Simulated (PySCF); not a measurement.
# CF2 (SMILES F[C]F): TPSS/def2-TZVPP

What is the energy change on altering one bond length of CF2 at TPSS/def2-TZVPP? 

Program for the calculation: PySCF 2.14.0.

2 further runs of the same task are left out: 2 set aside as unsound or not needed.

## (1) The structure to begin with

CF2 has 3 atoms, charge 0, and is taken as a singlet. As SMILES, `F[C]F`. Geometry: relaxed at PBE0-D4/def2-TZVP.

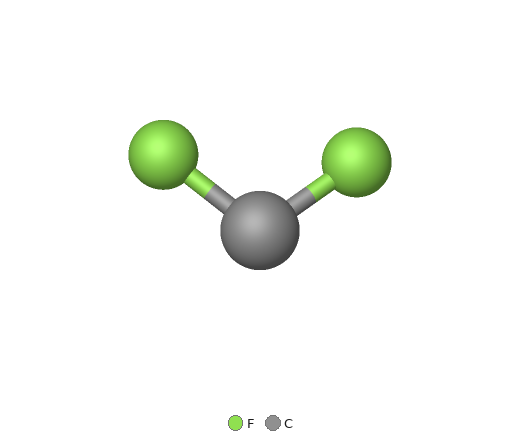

The structure, seen from a chosen angle (fluorine green, carbon grey).

## (2) The energy at TPSS/def2-TZVPP

geometry.xyz reads:

```xyz
3
CF2
F      0.316310     0.971410     0.281600
C      0.382340    -0.318520     0.175150
F     -0.698640    -0.652890    -0.456750
```

job.py reads:

```python
from pyscf import gto, dft

molecule = gto.M(
    atom='geometry.xyz',
    max_memory=1860,
    basis='def2-tzvpp',
    verbose=3,
)

ks = dft.RKS(molecule, xc='tpss')
ks.conv_tol = 1e-10
ks.grids.level = 5
ks.kernel()
if not ks.converged:
    ks = ks.newton().run(ks.mo_coeff, ks.mo_occ)

energy = ks.e_tot
print('E = %.10f Eh' % energy)
```

The run is started by

```bash
OMP_NUM_THREADS=1 python job.py
```

Log:

```text
converged SCF energy = -237.827320594183
E = -237.8273205942 Eh
```

Wall time 40 s (1 thread of Intel Xeon at 2.50GHz (Skylake/Cascade Lake), shared host); peak memory 0.48 GiB.

## (3) The distorted shape

mol.xyz reads:

```xyz
3

F      0.856799     1.138595     0.597549
C      0.922829    -0.151335     0.491099
F     -0.698640    -0.652890    -0.456750
```

run.py reads:

```python
from pyscf import gto, dft

mol = gto.M(
    atom='mol.xyz',
    verbose=3,
    basis='def2-tzvpp',
    max_memory=1860,
    spin=0,
)

calc0 = dft.RKS(mol, xc='tpss')
calc0.grids.level = 5
calc0.conv_tol = 1e-10
calc0.kernel()
if not calc0.converged:
    calc0 = calc0.newton().run(calc0.mo_coeff, calc0.mo_occ)

energy = calc0.e_tot
print('E = %.10f Eh' % energy)
```

The run is started by

```bash
OMP_NUM_THREADS=1 python run.py
```

Log:

```text
converged SCF energy = -237.750240771862
E = -237.7502407719 Eh
```

It took 38 s on 1 thread of Intel Xeon at 2.50GHz (Skylake/Cascade Lake), shared host; peak memory 0.48 GiB.

## (4) Results

Level: TPSS/def2-TZVPP.

| quantity | value |
| --- | --- |
| first shape: total energy | -237.82732 Eh |
| first shape: dipole moment | 0.78 D |
| first shape: HOMO energy | -7.31 eV |
| first shape: LUMO energy | -3.32 eV |
| first shape: HOMO–LUMO gap | 3.99 eV |
| distorted shape: total energy | -237.75024 Eh |
| distorted shape: dipole moment | 3.26 D |
| distorted shape: HOMO energy | -8.04 eV |
| distorted shape: LUMO energy | -5.39 eV |
| distorted shape: HOMO–LUMO gap | 2.65 eV |
| energy change with the C2–F3 bond stretched from 1.296 to 1.944 Å | 2.097 eV |

In words: One bond (distorted shape) is far stretched, which a spin-restricted single reference describes badly; a broken-symmetry solution may lie lower. With the C2–F3 bond stretched from 1.296 to 1.944 Å the energy rises by 2.10 eV (202 kJ/mol). The first shape isn't relaxed at this level, so the change isn't measured from a minimum. A restricted reference can't describe the breaking bond well at this length. Mulliken charges (distorted shape) run from -0.36 on F3 to +0.30 on C2; they depend strongly on the basis.
